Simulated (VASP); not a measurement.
Band structure of TiP (relaxed from the CsCl type structure, space group Pm-3m). Calculation: PBEsol GGA, VASP's PBE PAW potentials (set 64) (plane waves; VASP).

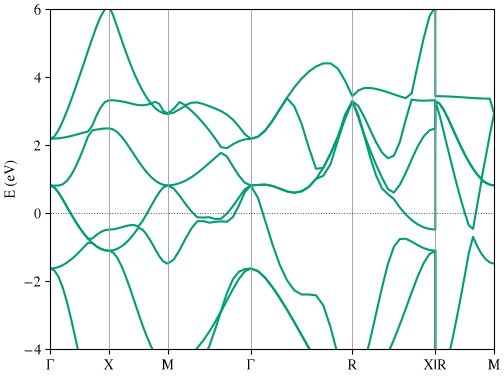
*Bands along high-symmetry lines, zero at the valence-band maximum or, without a gap, the Fermi level*

**Question.** Read the plot: is there a gap, and where are the band edges?

**Answer.** It has no gap at this level: it comes out as a metal or semimetal. (Edges off the drawn lines would not show.)

The structure was generated: TiP was put into the CsCl type type (Pm-3m), which need not be its known phase. It was relaxed first, which changed the volume by -33 %. The electron count is odd and the run is not spin-polarised, which forces a metal.
